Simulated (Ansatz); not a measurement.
**Pressure series in SiC**

The parent structure is SiC (space group P6_3mc, No. 186).

```xyz
8
Lattice="3.0941 0.0000 0.0000 -1.5471 2.6796 0.0000 0.0000 0.0000 10.1292" Properties=species:S:1:pos:R:3 pbc="T T T"
Si     0.0000     0.0000     0.0031
Si     0.0000     0.0000     5.0677
Si     1.5471     0.8932     7.5994
Si     0.0000     1.7864     2.5349
C      0.0000     0.0000     8.2335
C      0.0000     0.0000     3.1690
C      1.5471     0.8932     5.6948
C      0.0000     1.7864     0.6302
```

Cell and atoms are relaxed at each pressure.

Calculations: PBE in Ansatz (plane waves to 420 eV, PAW, spin-orbit coupling left out), earlier PAW set.

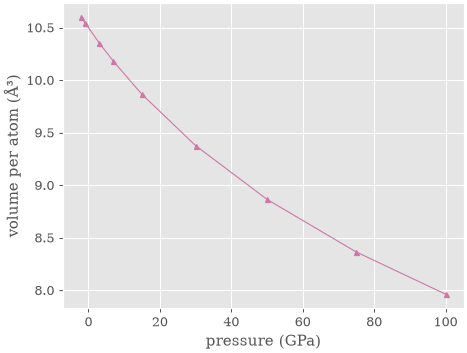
*Volume against pressure*

Question: Estimate the zero-pressure bulk modulus from the plot.

Answer: About 210 GPa; a third-order Birch–Murnaghan fit to the points gives V₀ = 10.50 Å³/atom, B₀ = 215 GPa and B₀′ = 3.8.

Load acts through the strain it causes; cell and atoms are relaxed under it. Stability against distortions was not tested. No other phases were tried under pressure.

Ansatz is an electronic-structure program.
